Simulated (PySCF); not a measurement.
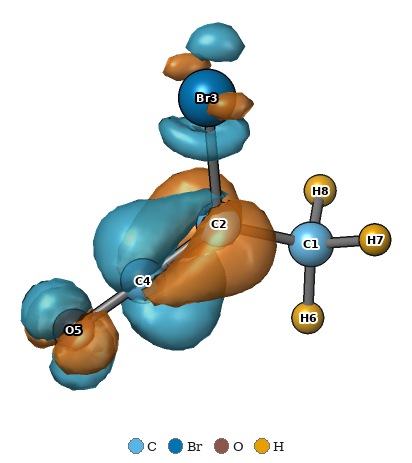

Figure. C₃H₃BrO, SMILES `CC(Br)=C=O`. Unrelaxed difference density of S₁ less the ground state (TDA singlet states), ±0.05 e/Å³; light blue: gain, orange: loss.

PySCF calculation, ωB97X/def2-SVPD, gas phase; geometry: GFN2-xTB. No frequency check shows the geometry to be a minimum. GFN2-xTB bond lengths at metals and heavier atoms can be off by up to 0.1 Å and shapes distorted, which carries into these values.

Cartesian coordinates (Å):

```
C1      -0.7447   -1.9767   -0.0005
C2      -0.6408   -0.4864   -0.0010
Br3      1.1313    0.2811    0.0000
C4      -1.5938    0.3926    0.0002
O5      -2.4264    1.2044    0.0002
H6      -1.7915   -2.2711    0.0020
H7      -0.2565   -2.3894    0.8852
H8      -0.2598   -2.3901   -0.8820
```

How does the charge move on excitation?

0.69 e is displaced in all, of which about 0.2 e passes between atoms: C2 (0.21 e) loses electrons and C4 (0.16 e) and Br3 (0.05 e) gain them. The state: 2.80 eV (443 nm), f = 0.000 (dark); the leading pair carries 99 %; hole on C2 (35 %), O5 (21 %) and C4 (19 %), electron on C4 (35 %), O5 (24 %) and Br3 (22 %); their centroids lie 0.3 Å apart.

The PySCF run took 4.8 min on 1 thread of Intel(R) Xeon(R) Processor @ 2.50GHz (Skylake/Cascade Lake), on a shared host, peak memory 0.77 GiB.
